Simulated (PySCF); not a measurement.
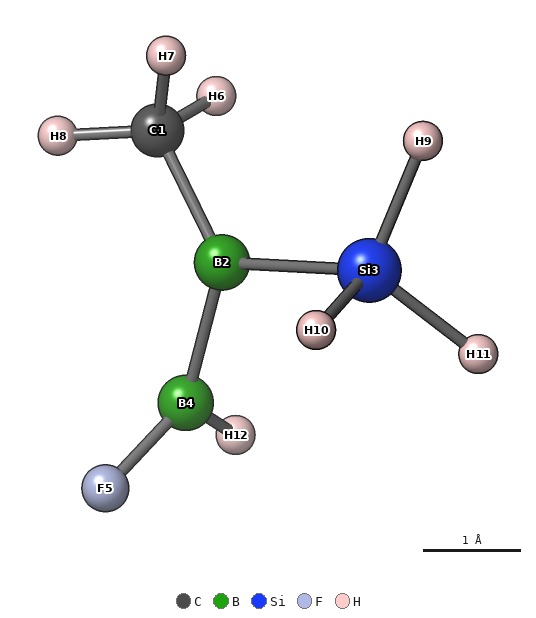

**Figure 1.** The structure (ball-and-stick view, seen at a tilt; atoms are numbered from 1 in the order of the input). Bond lengths as drawn: B–B 1.68 Å, B–C 1.56 Å, B–F 1.33 Å, B–H 1.22 Å, B–Si 2.03 Å, C–H 1.10 to 1.11 Å and H–Si 1.50 Å.

**Two runs on CH7B2FSi**

System: CH7B2FSi, SMILES CB([SiH3])BF.
Method of run A: GIAO HF/pcSseg-2 NMR shielding, non-relativistic, gas phase (PySCF 2.14.0).

The geometry comes from this level: PBE0-D3(BJ)/def2-SVP. Text and figures count atoms from 1; the logs count them from 0 in places.

## The input, run A
```
{"job": {"kind": "nmr", "xc": "HF", "basis": "pcSseg-2", "pop": false}, "charge": 0, "multiplicity": 1}
C     -1.368621    -1.087870     0.162386
B     -0.395540     0.133538     0.092197
Si     1.611417    -0.169691    -0.017677
B     -0.875320     1.743760     0.210701
F     -1.060178     2.514705    -0.857418
H     -1.454007    -1.259678     1.257970
H     -0.982171    -2.028772    -0.256649
H     -2.392337    -0.902334    -0.195730
H      2.020393    -1.584469     0.261463
H      2.020883     0.159981    -1.424474
H      2.390437     0.732024     0.890580
H     -1.026195     2.293018     1.290498
```

The first line tells a small driver script what to run in PySCF; the rest is the geometry in Å.

Command:
```bash
OMP_NUM_THREADS=1 python <driver script> task.json out
```

Hardware: 1 CPU thread, shared host.

## Output (run A)
```
final grid: 94760 points
cycle   1  E = -479.6915194886  dE =  2.401e-01  |g| = 5.295e-01  |ddm| = 2.218e+00
cycle   2  E = -479.7662333234  dE = -7.471e-02  |g| = 2.940e-01  |ddm| = 5.752e-01
cycle   3  E = -479.7808554242  dE = -1.462e-02  |g| = 7.015e-02  |ddm| = 1.634e-01
cycle   4  E = -479.7828632839  dE = -2.008e-03  |g| = 1.200e-02  |ddm| = 1.071e-01
cycle   5  E = -479.7829503741  dE = -8.709e-05  |g| = 3.311e-03  |ddm| = 2.120e-02
cycle   6  E = -479.7829619191  dE = -1.154e-05  |g| = 1.158e-03  |ddm| = 7.579e-03
cycle   7  E = -479.7829637795  dE = -1.860e-06  |g| = 4.710e-04  |ddm| = 2.781e-03
cycle   8  E = -479.7829641920  dE = -4.125e-07  |g| = 1.772e-04  |ddm| = 1.263e-03
cycle   9  E = -479.7829642494  dE = -5.743e-08  |g| = 5.066e-05  |ddm| = 5.089e-04
cycle  10  E = -479.7829642537  dE = -4.267e-09  |g| = 1.323e-05  |ddm| = 1.561e-04
cycle  11  E = -479.7829642539  dE = -2.306e-10  |g| = 4.778e-06  |ddm| = 3.532e-05
converged SCF energy = -479.7829642539

GIAO shielding tensors (ppm)
atom      isotropic    diamagn.    paramagn.     s11        s22        s33       span
  0 C      173.261     239.623     -66.362    144.248    174.700    200.834     56.586
  1 B       -3.647     197.174    -200.821   -100.453    -51.419    140.933    241.386
  2 Si     475.693     876.186    -400.494    436.521    489.343    501.214     64.693
  3 B       46.720     190.020    -143.300    -41.397     75.696    105.862    147.260
  4 F      236.723     468.474    -231.751     51.324    120.590    538.254    486.931
  5 H       30.971      28.907       2.064     26.095     30.048     36.770     10.675
  6 H       29.377      29.790      -0.413     25.805     28.697     33.629      7.824
  7 H       29.596      28.629       0.967     25.967     27.999     34.823      8.857
  8 H       28.352      29.474      -1.122     25.496     27.082     32.478      6.981
  9 H       28.243      29.251      -1.008     25.549     26.880     32.300      6.752
 10 H       28.036      29.150      -1.114     25.271     26.649     32.189      6.918
 11 H       25.799      28.959      -3.160     22.972     27.129     27.297      4.325
```

Run B used a changed input.

## The two runs side by side

| quantity | run A | run B |
| --- | --- | --- |
| outcome | converged | converged |
| total energy (hartree) | −479.782964 | −481.474858 |
| HOMO (eV) | −10.40 | −6.30 |
| LUMO (eV) | 1.52 | −3.06 |
| dipole moment (D) | 1.80 | 1.67 |
| shielding of C1 (ppm) | 173.3 | 153.4 |
| shielding of B2 (ppm) | −3.6 | −32.3 |
| shielding of Si3 (ppm) | 475.7 | 431.4 |
| shielding of B4 (ppm) | 46.7 | 21.6 |
| shielding of F5 (ppm) | 236.7 | 137.5 |
| shielding of H6 (ppm) | 31.0 | 30.1 |
| shielding of H12 (ppm) | 25.8 | 24.3 |
| SCF iterations | 11 | 14 |
| basis functions | 285 | 285 |
| wall time (shared host) | 30 s | 63 s |

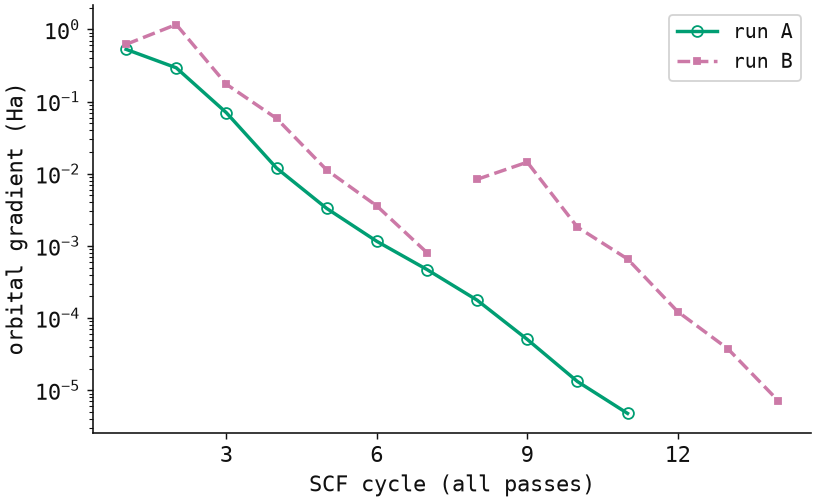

**Figure 2.** Convergence of the two runs: orbital gradient against the SCF cycle. A break in a curve parts two SCF passes (coarse and final grid). Run A takes 11 cycles in all, and run B takes 14.

Which change of the input explains these differences?

The change (lines with − go, lines with + come):
```diff
-"xc": "HF"
+"xc": "BP86"
```

The total energies belong to different methods, so their difference says nothing on which is more stable or more accurate. The HOMO goes from −10.40 to −6.30 eV. The LUMO goes from 1.52 to −3.06 eV. The dipole moment goes from 1.80 to 1.67 D. Of all shieldings, the largest change is that of F5, by −99.2 ppm. The method changes from HF to BP86. Exact exchange removes part of the self-interaction error of semilocal functionals, which pushes filled and empty levels apart. The SCF takes 14 iterations against 11.

## Output (run B)
```
coarse grid: 10312 points
cycle   1  E = -481.3882402441  dE =  2.760e-02  |g| = 6.211e-01  |ddm| = 2.321e+00
cycle   2  E = -481.2118349091  dE =  1.764e-01  |g| = 1.169e+00  |ddm| = 1.086e+00
cycle   3  E = -481.4622229266  dE = -2.504e-01  |g| = 1.739e-01  |ddm| = 7.345e-01
cycle   4  E = -481.4676342318  dE = -5.411e-03  |g| = 5.847e-02  |ddm| = 1.248e-01
cycle   5  E = -481.4684477168  dE = -8.135e-04  |g| = 1.128e-02  |ddm| = 4.832e-02
cycle   6  E = -481.4684886747  dE = -4.096e-05  |g| = 3.584e-03  |ddm| = 1.769e-02
cycle   7  E = -481.4684921681  dE = -3.493e-06  |g| = 8.071e-04  |ddm| = 4.913e-03
final grid: 94760 points
cycle   8  E = -481.4748453633  dE = -1.252e-04  |g| = 8.366e-03  |ddm| = 4.364e-02
cycle   9  E = -481.4748194780  dE =  2.589e-05  |g| = 1.447e-02  |ddm| = 1.364e-02
cycle  10  E = -481.4748575226  dE = -3.804e-05  |g| = 1.822e-03  |ddm| = 8.526e-03
cycle  11  E = -481.4748580342  dE = -5.116e-07  |g| = 6.596e-04  |ddm| = 1.548e-03
cycle  12  E = -481.4748581542  dE = -1.200e-07  |g| = 1.229e-04  |ddm| = 5.967e-04
cycle  13  E = -481.4748581578  dE = -3.658e-09  |g| = 3.756e-05  |ddm| = 1.543e-04
cycle  14  E = -481.4748581582  dE = -4.140e-10  |g| = 7.211e-06  |ddm| = 4.606e-05
converged SCF energy = -481.4748581582

GIAO shielding tensors (ppm)
atom      isotropic    diamagn.    paramagn.     s11        s22        s33       span
  0 C      153.448     242.585     -89.137    121.690    153.309    185.346     63.656
  1 B      -32.308     197.027    -229.336   -134.368    -86.054    123.497    257.865
  2 Si     431.432     880.871    -449.439    392.713    448.182    453.402     60.690
  3 B       21.586     191.459    -169.873    -69.175     46.285     87.647    156.821
  4 F      137.477     466.296    -328.819   -111.445      9.521    514.354    625.799
  5 H       30.058      28.483       1.574     25.781     29.292     35.099      9.318
  6 H       28.680      29.612      -0.932     25.674     28.515     31.851      6.177
  7 H       28.713      28.752      -0.039     25.620     27.503     33.014      7.394
  8 H       27.695      29.230      -1.534     25.170     26.309     31.607      6.437
  9 H       27.420      28.964      -1.544     24.869     26.183     31.209      6.340
 10 H       27.198      28.929      -1.731     24.573     25.937     31.084      6.512
 11 H       24.300      28.567      -4.267     20.711     25.668     26.522      5.811
```
